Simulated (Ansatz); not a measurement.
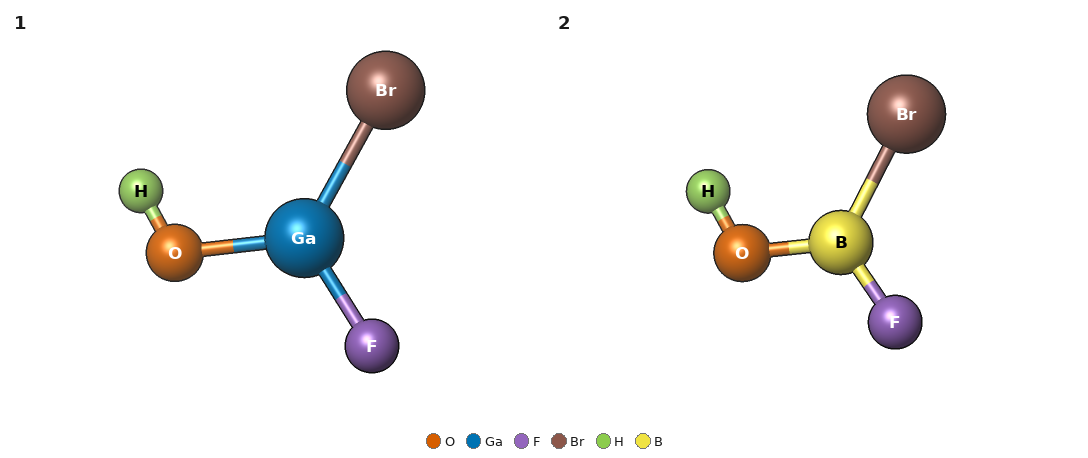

2 molecules with one skeleton, seen from the same side and at one scale. Charge 0, singlet. Computed geometries: PBE0-D4/def2-TZVP optimisations, one conformation each. Properties computed with Ansatz 0.2.0.

One atom differs, called X below: Ga in panel 1, B in panel 2. Their formulas are BrFGaHO (`[OH][Ga]([F])[Br]`), BBrFHO (`OB(F)Br`).

Question: In which is the dipole moment larger (r2SCAN-D4/def2-TZVPP)?

Answer: In panel 1 (X = Ga).

Question: In which is the HOMO energy (Kohn–Sham orbital) higher (r2SCAN-D4/def2-TZVPP)?

Answer: In panel 2 (X = B).

Give the values. With PBE0-D4/def2-TZVP: length of X–Br (Å), length of X–F (Å), length of X–O (Å), angle O–X–F (°). With r2SCAN-D4/def2-TZVPP: dipole moment (D), HOMO energy (Kohn–Sham orbital) (eV), HOMO–LUMO gap (eV).

```
                            quantity  1 (Ga)  2 (B)   2 − 1
                  length of X–Br (Å)   2.258  1.930  −0.328
                   length of X–F (Å)   1.734  1.314  −0.420
                   length of X–O (Å)   1.762  1.340  −0.422
                     angle O–X–F (°)   116.6  119.1    +2.5
                   dipole moment (D)    2.28   1.84   −0.44
HOMO energy (Kohn–Sham orbital) (eV)   −8.07  −7.80   +0.27
                  HOMO–LUMO gap (eV)    5.69   7.42   +1.73
```
